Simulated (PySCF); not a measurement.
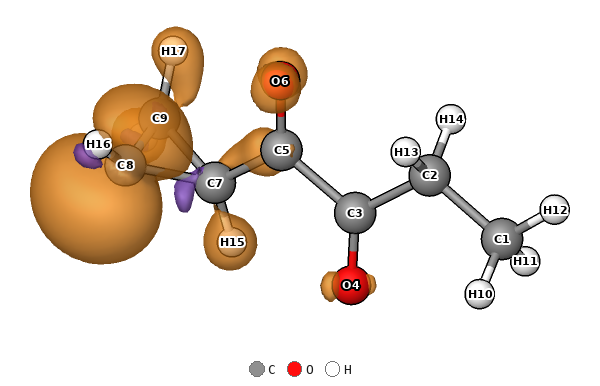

Figure. C$_{7}$H$_{9}$O$_{2}$ (doublet). Isosurfaces of the spin density (α minus β) at +0.02 (orange) and −0.02 e/Å³ (purple), seen at a tilt.

Geometry: GFN2-xTB.

Computed with UKS B3LYP, pcH-1 on C H O, non-relativistic, mean-field spin-orbit, GIAO in PySCF 2.14.0, density-fitted response routines.

```xyz
18

C     2.9383   -1.2711    0.1690
C     1.9222   -0.1464    0.2915
C     0.5245   -0.5942   -0.0219
O     0.2095   -1.7138   -0.3451
C    -0.5217    0.5240    0.0776
O    -0.2467    1.6105    0.5439
C    -1.8476    0.1347   -0.4408
C    -3.0294    0.5792    0.3083
C    -2.7957    1.2321   -0.9584
H     2.6851   -2.0794    0.8502
H     2.9385   -1.6707   -0.8421
H     3.9356   -0.9100    0.4049
H     1.9104    0.2721    1.3017
H     2.1617    0.6823   -0.3802
H    -1.8531   -0.8283   -0.9369
H    -3.1125    0.9652    1.3015
H    -2.4417    2.2587   -0.9724
H    -3.3862    0.9615   -1.8224
```

**Which atoms carry the spin?**

The unpaired spin (1 electron) lies mostly on C8 (about 0.7), in electrons by Hirshfeld's partition.
